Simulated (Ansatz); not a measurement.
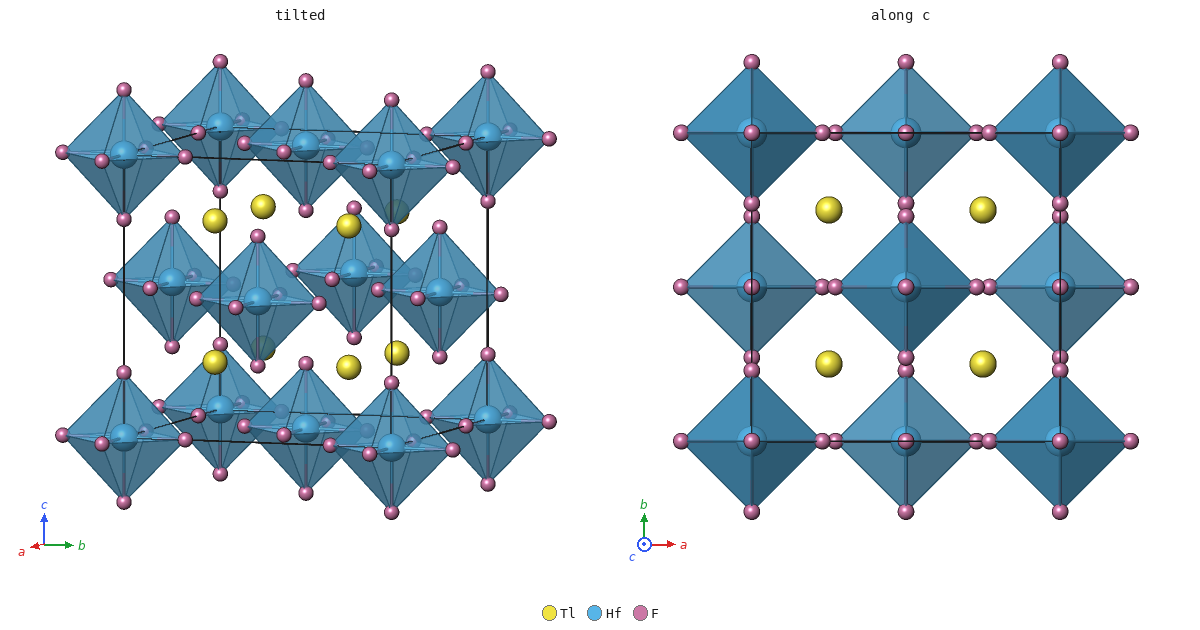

Shown here is a polyhedral view of the crystal, taken slightly off an axis and along the c axis. Lines trace the edges of the conventional unit cell. Some atoms of the next cells are drawn as well.

HfTl2F6, space group Fm-3m (No. 225), a = 8.739 Å, b = 8.739 Å, c = 8.739 Å, α = 90.00°, β = 90.00°, γ = 90.00°. Starting structure: a structure type filled with these elements by a generator (whether the compound takes this form wasn't checked). Earlier steps of the study may have refined or changed the cell and positions. A calculation with Ansatz used it as input.

This one geometry was computed with Ansatz (DFT, plane waves, PAW) at five levels of theory: PBE, PBE0, PBE with spin-orbit coupling, r2SCAN and HSE06. It was relaxed beforehand with r2SCAN.

Which level gives the highest pressure at this volume, and what does that say about its equilibrium volume?

Answer. Highest: PBE (3.0 GPa) and PBE with spin-orbit coupling (2.9 GPa), which points to the largest equilibrium volume. Lowest, with the smallest volume: r2SCAN (0.0 GPa). Levels within 0.5 GPa of each other can't be told apart.

How does the band gap change with the level of theory?

Answer. PBE with spin-orbit coupling: a gap of 4.56 eV, direct; PBE: a gap of 4.80 eV, direct; r2SCAN: a gap of 5.28 eV, direct; HSE06: a gap of 6.03 eV, direct; PBE0: a gap of 6.75 eV, direct.

Collect the results in a table.

Answer.
| level | cutoff (eV) | k-mesh of the run's cell | gap (eV) | pressure (GPa) |
| --- | --- | --- | --- | --- |
| PBE | 420 | 6×6×6 | 4.80 | 3.0 |
| PBE0 | 420 | 4×4×4 | 6.75 | 1.4 |
| PBE with spin-orbit coupling | 420 | 6×6×6 | 4.56 | 2.9 |
| r2SCAN | 500 | 6×6×6 | 5.28 | 0.0 |
| HSE06 | 420 | 4×4×4 | 6.03 | 1.4 |

Gaps are taken on the k-mesh or band path of each run.
